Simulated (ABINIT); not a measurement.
# MgO (Fm-3m): G0W0 on several meshes in ABINIT, part 2 of 2

Aim: the GW shift of MgO (Fm-3m) against the k mesh.

ABINIT 10.8.3; PBE and many-body steps on it, plane waves. Known limits of the many-body steps: not at the basis limit.

So far. Step 4 (6×6×6): The gap on the mesh goes from 4.89 eV to 7.18 eV, a correction of +2.29 eV. Step 5 (Empty states on the mesh, 8×8×8 mesh, 108 bands): On this mesh the gap is 4.895 eV.

### Step 7. 8×8×8

This step: G0W0 on PBE, plane waves, norm-conserving pseudopotentials.

Contents of run.abi:

```
acell 3*1.0 Angstrom
rprim 
  -0.000000000000 2.097001392700 2.097001392700
  2.097001392700 -0.000000000000 2.097001392700
  2.097001392700 2.097001392700 -0.000000000000
ntypat 2
znucl 12 8
natom 2
typat 1 2
xred 
  0.000000000000 0.000000000000 0.000000000000
  0.500000000000 0.500000000000 0.500000000000
pp_dirpath "pseudos"
pseudos "Mg.upf, O.upf"
ecut 38
ngkpt 8 8 8
nshiftk 1
shiftk 0 0 0
kptopt 1
chksymbreak 0
istwfk *1
occopt 1
irdwfk 1
optdriver 4
nband 100
gwcalctyp 0
ecutsigx 38
symsigma 1
nkptgw 3
kptgw 
  0.0000000000 0.0000000000 0.0000000000
  0.5000000000 0.0000000000 0.0000000000
  0.5000000000 0.5000000000 0.0000000000
bdgw 
  6 12
  7 10
  7 10
ecuteps 7.48
irdscr 1
ppmodel 1
indata_prefix "in"
outdata_prefix "out"
tmpdata_prefix "tmp"
```

Launch:

```sh
$ OMP_NUM_THREADS=1 mpirun -n 4 abinit run.abi > log
```

What it wrote:

```text
.Version 10.8.3 of ABINIT. v10.8.2 released Aug 2026.

 Symmetries : space group Fm -3 m (#225); Bravais cF (face-center cubic)
[... echo of the input left out ...]
== DATASET  1 ==================================================================
-   mpi_nproc: 4, omp_nthreads: 1 (-1 if OMP is not activated)

--- !DatasetInfo
iteration_state: {dtset: 1, }
dimensions: {natom: 2, nkpt: 29, mband: 100, nsppol: 1, nspinor: 1, nspden: 1, mpw: 1411, }
cutoff_energies: {ecut:  38.0, pawecutdg:  -1.0, }
electrons: {nelect:   1.60000000E+01, charge:   0.00000000E+00, occopt:   1.00000000E+00, tsmear:   1.00000000E-02, }

 SIGMA: Calculation of the GW corrections

 Based on a program developped by R.W. Godby, V. Olevano, G. Onida, and L. Reining.
 Incorporated in ABINIT by V. Olevano, G.-M. Rignanese, and M. Torrent.
.Using double precision arithmetic ; gwpc =  8

[... cell and pseudopotentials left out ...]
--------------------------------------------------------------------------------

 ==== K-mesh for the wavefunctions ====
 Number of points in the irreducible wedge :    29
[... list of points left out ...]
 Together with 48 symmetry operations and time-reversal symmetry
 yields   512 points in the full Brillouin Zone.

 ==== Q-mesh for screening function ====
 Number of points in the irreducible wedge :    29
[... list of points left out ...]
 Together with 48 symmetry operations and time-reversal symmetry
 yields   512 points in the full Brillouin Zone.

 vcoul_init : cutoff-mode = AUXILIARY_FUNCTION
 q-points for optical limit:   1
     1)      0.000010    0.000020    0.000030
 setmesh: FFT mesh size selected  =    32x   32x   32
          total number of points  =        32768

 Number of electrons calculated from density =   16.0000; Expected =   16.0000
[...]
number of plane-waves for wavefunctions          1411
 number of bands                                   100
 number of q-points in IBZ                          29
 number of frequencies                               2
 number of real frequencies                          1
 number of imag frequencies                          1

 matrix elements of self-energy operator (all in [eV])

 Perturbative Calculation

--- !SelfEnergy_ee
iteration_state: {dtset: 1, }
kpoint     : [   0.000,    0.000,    0.000, ]
spin       : 1
KS_gap     :    4.895
QP_gap     :    7.175
Delta_QP_KS:    2.280
data: !SigmaeeData |
     Band     E0 <VxcDFT>   SigX SigC(E0)      Z dSigC/dE  Sig(E)    E-E0       E
        6   4.841 -20.153 -25.628   3.776   0.809  -0.236 -21.528  -1.374   3.466
        7   4.841 -20.153 -25.628   3.776   0.809  -0.236 -21.528  -1.374   3.466
        8   4.841 -20.153 -25.628   3.776   0.809  -0.236 -21.528  -1.374   3.466
[...]
--- !SelfEnergy_ee
iteration_state: {dtset: 1, }
kpoint     : [   0.500,    0.000,    0.000, ]
spin       : 1
KS_gap     :    8.670
QP_gap     :   11.239
Delta_QP_KS:    2.569
data: !SigmaeeData |
     Band     E0 <VxcDFT>   SigX SigC(E0)      Z dSigC/dE  Sig(E)    E-E0       E
[...]
--- !SelfEnergy_ee
iteration_state: {dtset: 1, }
kpoint     : [   0.500,    0.500,    0.000, ]
spin       : 1
KS_gap     :   10.595
QP_gap     :   13.027
Delta_QP_KS:    2.431
data: !SigmaeeData |
     Band     E0 <VxcDFT>   SigX SigC(E0)      Z dSigC/dE  Sig(E)    E-E0       E
[...]
9  14.086  -8.930  -3.927  -4.094   0.873  -0.145  -8.136   0.794  14.880
       10  14.995 -12.074  -6.435  -4.337   0.868  -0.153 -10.945   1.130  16.125

== END DATASET(S) ==============================================================
================================================================================

 -outvars: echo values of variables after computation  --------
           etotal      0.0000000000E+00
            nband         100
             nkpt          29
          spgroup         225
 [... the other variables as echoed above ...]

 Calculation completed.
```

Wall time 14 s (4 MPI ranks of Arm Neoverse V2, shared host); peak memory 1.2 GiB.

This step gave:

- G0W0 gap on the points computed: 7.175 eV
- starting gap on the mesh: 4.895 eV
- k of the valence top: 0, 0, 0
- k of the conduction bottom: 0, 0, 0
- Z at the valence top: 0.809
- Z at the conduction bottom: 0.856
- least direct G0W0 gap on the computed points: 7.175 eV

Against G0W0 in ABINIT (6×6×6 mesh, 100 bands, screening to 203.5 eV, Godby-Needs plasmon pole), the gap moves by −0.009 eV.

### Step 8. Empty states on the mesh, 10×10×10 mesh, 108 bands

This step: DFT, PBE, plane waves, norm-conserving pseudopotentials.

Contents of run.abi:

```
acell 3*1.0 Angstrom
rprim 
  -0.000000000000 2.097001392700 2.097001392700
  2.097001392700 -0.000000000000 2.097001392700
  2.097001392700 2.097001392700 -0.000000000000
ntypat 2
znucl 12 8
natom 2
typat 1 2
xred 
  0.000000000000 0.000000000000 0.000000000000
  0.500000000000 0.500000000000 0.500000000000
pp_dirpath "pseudos"
pseudos "Mg.upf, O.upf"
ecut 38
ngkpt 10 10 10
nshiftk 1
shiftk 0 0 0
kptopt 1
chksymbreak 0
irdden 1
istwfk *1
nband 108
prtvol 0
optdriver 6
gwr_task "HDIAGO"
paral_kgb 0
occopt 1
indata_prefix "in"
outdata_prefix "out"
tmpdata_prefix "tmp"
```

What it wrote:

```text
[banner, memory and clock lines left out]
.Version 10.8.3 of ABINIT. v10.8.2 released Aug 2026.

 Symmetries : space group Fm -3 m (#225); Bravais cF (face-center cubic)
[... echo of the input left out ...]
== DATASET  1 ==================================================================
-   mpi_nproc: 4, omp_nthreads: 1 (-1 if OMP is not activated)

--- !DatasetInfo
iteration_state: {dtset: 1, }
dimensions: {natom: 2, nkpt: 47, mband: 108, nsppol: 1, nspinor: 1, nspden: 1, mpw: 1411, }
cutoff_energies: {ecut:  38.0, pawecutdg:  -1.0, }
[...]
Integrated=    1.6000E+01

 === KS gaps after direct diagonalization ===
 Direct band gap semiconductor
 Fundamental gap:     4.895 (eV)
   VBM:     4.841 (eV) at k: [ 0.0000E+00,  0.0000E+00,  0.0000E+00]
   CBM:     9.736 (eV) at k: [ 0.0000E+00,  0.0000E+00,  0.0000E+00]
 Direct gap:         4.895 (eV) at k: [ 0.0000E+00,  0.0000E+00,  0.0000E+00]

== END DATASET(S) ==============================================================

 -outvars: echo values of variables after computation  --------
           etotal      0.0000000000E+00
            nband         108
             nkpt          47
          spgroup         225
 [... the other variables as echoed above ...]

 Calculation completed.
```

Elapsed: 30 s, on 4 MPI ranks; peak memory 0.68 GiB.

This step gave:

| Quantity | Value |
| --- | --- |
| gap | 4.895 eV |
| k of the valence top | 0, 0, 0 |
| k of the conduction bottom | 0, 0, 0 |
| least direct gap | 4.895 eV |
| k points computed | 47 |
| lowest point of the top converged band, above the valence top | 153.6038 eV |

On this mesh the gap is 4.895 eV.

### Step 9. Screening, 10×10×10 mesh, 100 bands, screening to 203.5 eV

This step: RPA screening on PBE, plane waves, norm-conserving pseudopotentials.

Edit run.abi of step 8 so:

```diff
@@ -20,10 +20,11 @@
 chksymbreak 0
-irdden 1
 istwfk *1
-nband 108
-prtvol 0
-optdriver 6
-gwr_task "HDIAGO"
-paral_kgb 0
 occopt 1
+irdwfk 1
+optdriver 3
+nband 100
+ecuteps 7.48
+inclvkb 2
+awtr 1
+symchi 1
 indata_prefix "in"
```

What it wrote:

```text
.Version 10.8.3 of ABINIT. v10.8.2 released Aug 2026.

 Symmetries : space group Fm -3 m (#225); Bravais cF (face-center cubic)
[... echo of the input left out ...]
== DATASET  1 ==================================================================
-   mpi_nproc: 4, omp_nthreads: 1 (-1 if OMP is not activated)

--- !DatasetInfo
iteration_state: {dtset: 1, }
dimensions: {natom: 2, nkpt: 47, mband: 100, nsppol: 1, nspinor: 1, nspden: 1, mpw: 1411, }
cutoff_energies: {ecut:  38.0, pawecutdg:  -1.0, }
[...]
--------------------------------------------------------------------------------
[... chi0 elements left out ...]
 For q-point:  0.000010 0.000020 0.000030
  dielectric constant =   3.0082
  dielectric constant without local fields =   3.2226

  Average fulfillment of the sum rule on Im[epsilon] for q-point    1 :     74.18  [%]
[... wings left out ...]
  q-point number  2        q = ( 0.100000, 0.000000, 0.000000) [r.l.u.]
--------------------------------------------------------------------------------
[... chi0 elements left out ...]
  Average fulfillment of the sum rule on Im[epsilon] for q-point    2 :     89.36  [%]

 [... 45 further q-points ...]
```

The job ended after 16 min (4 MPI ranks; peak memory 2 GiB; 63 min of CPU time).

This step gave:

```yaml
eps_infinity_with_local_fields_on_this_mesh_along_the_program_s_q_direction: 3.008
the_same_without_local_fields: 3.223
plasma_frequency: 34.59 eV
plane_waves_in_the_screening_matrix: 113
```

### Step 10. 10×10×10

This step: G0W0 on PBE, plane waves, norm-conserving pseudopotentials.

Edit run.abi of step 9 so:

```diff
@@ -23,8 +23,19 @@
 irdwfk 1
-optdriver 3
+optdriver 4
 nband 100
+gwcalctyp 0
+ecutsigx 38
+symsigma 1
+nkptgw 3
+kptgw 
+  0.0000000000 0.0000000000 0.0000000000
+  0.5000000000 0.0000000000 0.0000000000
+  0.5000000000 0.5000000000 0.0000000000
+bdgw 
+  6 12
+  7 10
+  7 10
 ecuteps 7.48
-inclvkb 2
-awtr 1
-symchi 1
+irdscr 1
+ppmodel 1
 indata_prefix "in"
```

What it wrote:

```text
.Version 10.8.3 of ABINIT. v10.8.2 released Aug 2026.

 Symmetries : space group Fm -3 m (#225); Bravais cF (face-center cubic)
[... echo of the input left out ...]
== DATASET  1 ==================================================================
-   mpi_nproc: 4, omp_nthreads: 1 (-1 if OMP is not activated)

--- !DatasetInfo
iteration_state: {dtset: 1, }
dimensions: {natom: 2, nkpt: 47, mband: 100, nsppol: 1, nspinor: 1, nspden: 1, mpw: 1411, }
cutoff_energies: {ecut:  38.0, pawecutdg:  -1.0, }
[...]
Band     E0 <VxcDFT>   SigX SigC(E0)      Z dSigC/dE  Sig(E)    E-E0       E
[...]
9  14.086  -8.930  -3.931  -4.091   0.873  -0.145  -8.137   0.793  14.878
       10  14.995 -12.074  -6.439  -4.336   0.868  -0.153 -10.947   1.128  16.123

== END DATASET(S) ==============================================================
================================================================================

 -outvars: echo values of variables after computation  --------
           etotal      0.0000000000E+00
            nband         100
             nkpt          47
          spgroup         225
 [... the other variables as echoed above ...]

 Calculation completed.
```

Wall time 23 s (4 MPI ranks); peak memory 1.7 GiB; 90 s of CPU time.

Numbers from this step:

* G0W0 gap on the points computed: 7.169 eV
* starting gap on the mesh: 4.895 eV
* k of the valence top: 0, 0, 0
* k of the conduction bottom: 0, 0, 0
* least direct G0W0 gap on the computed points: 7.169 eV

Against G0W0 in ABINIT (6×6×6 mesh, 100 bands, screening to 203.5 eV, Godby-Needs plasmon pole), the gap moves by −0.015 eV.

### Step 11. Side by side

Times are wall times on 4 MPI ranks of Arm Neoverse V2, shared host, good to a factor of about two. A run's time includes the screening step that it read.

```tsv
run	mesh	bands	screening cutoff (eV)	DFT gap (eV)	gap on the mesh (eV)	direct (eV)	ε∞ used	time
6×6×6	6×6×6	100	203.5	4.895	7.184	7.184	3.02	63 s
8×8×8	8×8×8	100	203.5	4.895	7.175	7.175	3.01	4.8 min
10×10×10	10×10×10	100	203.5	4.895	7.169	7.169	3.01	16 min
```

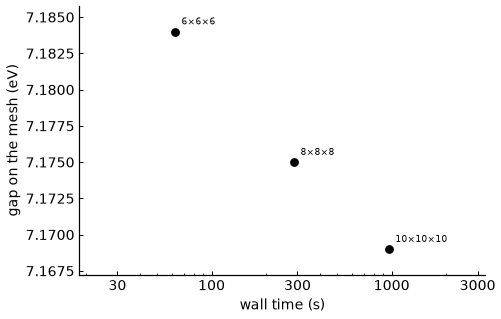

Result against wall time.

### Step 12. What came out

* 6×6×6: 7.184 eV
* 8×8×8: 7.175 eV
* 10×10×10: 7.169 eV
* known limits: not at the basis limit

8×8×8: −0.009 eV against 6×6×6. 10×10×10: −0.015 eV against 6×6×6. Bands and cutoff are finite, so the gap is not at the basis limit. The miss can reach some tenths of an eV and take either sign; the mesh is an error of its own. In the G0W0 runs levels were corrected at 3 k points alone, so a gap called «on the mesh» is the least over those, and an edge elsewhere would be missed.

[Paths, hosts, dates, memory and timing lines, banners, echoed tables and standing remarks are left out of the program output.]

[Logs are printed without paths, hosts, clocks, repeated set-up lines and the standing remarks that a program may print on its own settings, such as how far it seeks lower states.]

[Runs of the session that timed out or met a known fault of the program may be left out.]

[Hosts, paths, dates, database ids (printed as entryN), source tags and the programs' standing remarks are cut or masked in the printed files.]

[G0W0 gaps are taken among the corrected bands and points alone; a level outside them can change the order at an edge.]

[Where Ansatz stands beside ABINIT at settings called matched, ABINIT's density can come from a denser mesh and the files from another edition; pairs whose starting gaps differed by over 0.03 eV were left out, so agreement reads better than it is.]
